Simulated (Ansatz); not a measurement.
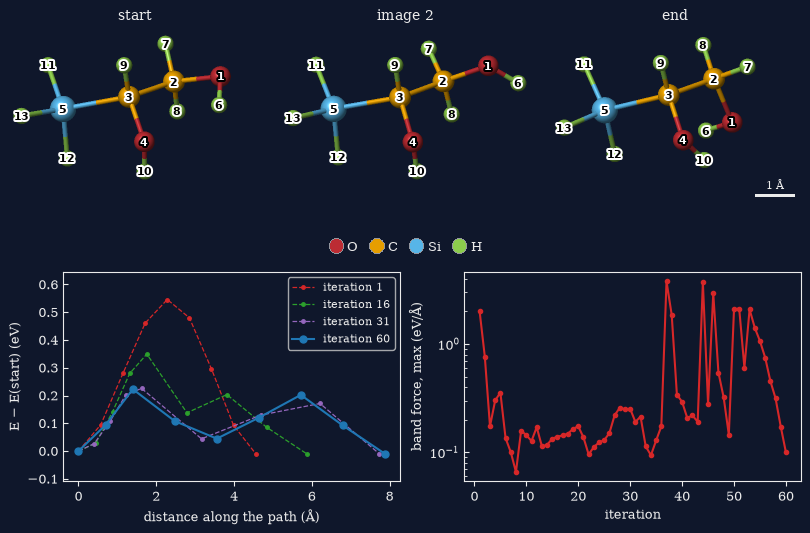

A nudged-elastic-band calculation for C2H8O2Si. Images are numbered from 0 (start) to 8 (end). The plot follows the band through its iterations. The picture is a ball-and-stick view, seen from a free direction.

Computed with Ansatz, RKS PBE/def2-SVP.

Input
```yaml
crystal:
  periodic: [false, false, false]
  atoms:
    - { symbol: O, position_ang: [-1.111076, 1.878121, 1.053843] }
    - { symbol: C, position_ang: [-0.813828, 0.508847, 0.90907] }
    - { symbol: C, position_ang: [0.393638, 0.317899, -0.015188] }
    - { symbol: O, position_ang: [0.168222, 1.048472, -1.241063] }
    - { symbol: Si, position_ang: [0.887002, -1.49849, -0.39852] }
    - { symbol: H, position_ang: [-0.966479, 2.249012, 0.15711] }
    - { symbol: H, position_ang: [-0.603744, 0.084424, 1.914958] }
    - { symbol: H, position_ang: [-1.685113, -0.068881, 0.493817] }
    - { symbol: H, position_ang: [1.26466, 0.825563, 0.455572] }
    - { symbol: H, position_ang: [-0.517544, 0.563579, -1.742284] }
    - { symbol: H, position_ang: [1.001769, -2.329381, 0.852203] }
    - { symbol: H, position_ang: [-0.187155, -2.086358, -1.2801] }
    - { symbol: H, position_ang: [2.190148, -1.527407, -1.144419] }
basis:
  gaussian: { orbitals: def2-SVP }
hamiltonian:
  xc: pbe
neb:
  order_check: false
  images: 7
  f_tol: 0.03
  max_iterations: 60
  initial_path: idpp
  final_atoms:
    - { symbol: O, position_ang: [-1.70383816, 0.9085586, 0.05858564] }
    - { symbol: C, position_ang: [-0.59593519, 0.76984113, 0.945791] }
    - { symbol: C, position_ang: [0.66424827, 0.37889506, 0.16203207] }
    - { symbol: O, position_ang: [0.82627693, 1.26967899, -0.94179105] }
    - { symbol: Si, position_ang: [0.65854206, -1.4228546, -0.52695062] }
    - { symbol: H, position_ang: [-1.95892442, 0.0145235, -0.24091708] }
    - { symbol: H, position_ang: [-0.44998385, 1.77709981, 1.39143782] }
    - { symbol: H, position_ang: [-0.79738218, 0.05359528, 1.77774245] }
    - { symbol: H, position_ang: [1.55034886, 0.48878815, 0.82810916] }
    - { symbol: H, position_ang: [-0.0980705, 1.43757223, -1.23265196] }
    - { symbol: H, position_ang: [0.54271954, -2.46621103, 0.55928666] }
    - { symbol: H, position_ang: [-0.52785651, -1.58020138, -1.44790414] }
    - { symbol: H, position_ang: [1.91035516, -1.66388574, -1.31777094] }
```

Command:
```bash
ansatz run input.yaml --threads 2 --pin off --max-ram 3072MiB --backend cpu --events-out ev --progress --plain --runs-dir out
```

Q: How did the profile develop, and is the result final?

A: The result isn't final. The band hadn't converged when the run stopped after 60 iterations. The largest component of the band force went from 2 to 0.1 eV/Å. The barrier read from it is provisional, though the highest image hardly moved in the last two iterations. The first iteration put the highest image at 0.546 eV. The highest point, image 2, lies 0.223 eV above the start and 0.232 eV above the end; the end is at −0.010 eV relative to the start. The profile has 2 maxima (images 2, 6) with a dip at image 4 (+0.045 eV), which on an unconverged band is provisional.

The run took 10 min on 2 threads of Intel(R) Xeon(R) Platinum 8488C (Sapphire Rapids) (shared host), peak memory 0.19 GiB.
